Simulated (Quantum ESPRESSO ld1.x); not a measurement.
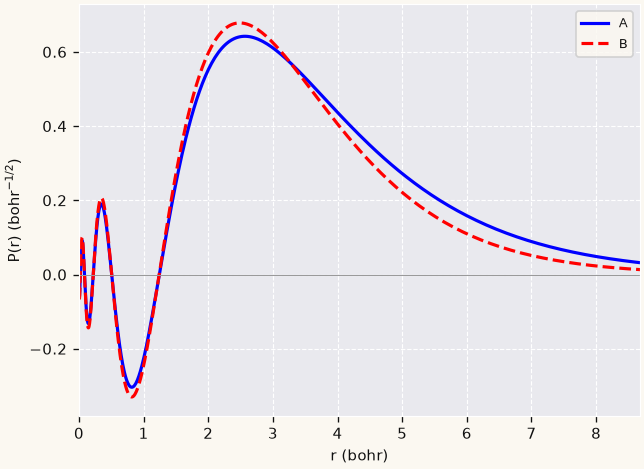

Two charge states of rhenium were computed: Re in [Xe] 4f14 5d5 6s2 (5d3/2: 4, 5d5/2: 1); Re⁺ in [Xe] 4f14 5d5 6s1 (5d3/2: 4, 5d5/2: 1). Method: Dirac Kohn-Sham, BLYP, spin-unpolarised, spherical densities, point nucleus; computed with Quantum ESPRESSO ld1.x 7.5.

The plot shows P(r) = r R(r) of the 6s orbital in both runs (large components where relativistic).

Q: Which curve belongs to which run?

Answer: A is Re in [Xe] 4f14 5d5 6s2 (5d3/2: 4, 5d5/2: 1) (⟨r⟩ = 3.10 bohr, eigenvalue −5.76 eV); B is Re⁺ in [Xe] 4f14 5d5 6s1 (5d3/2: 4, 5d5/2: 1) (⟨r⟩ = 2.88 bohr, eigenvalue −12.6 eV). Fewer electrons screen less, so the orbital shrinks.
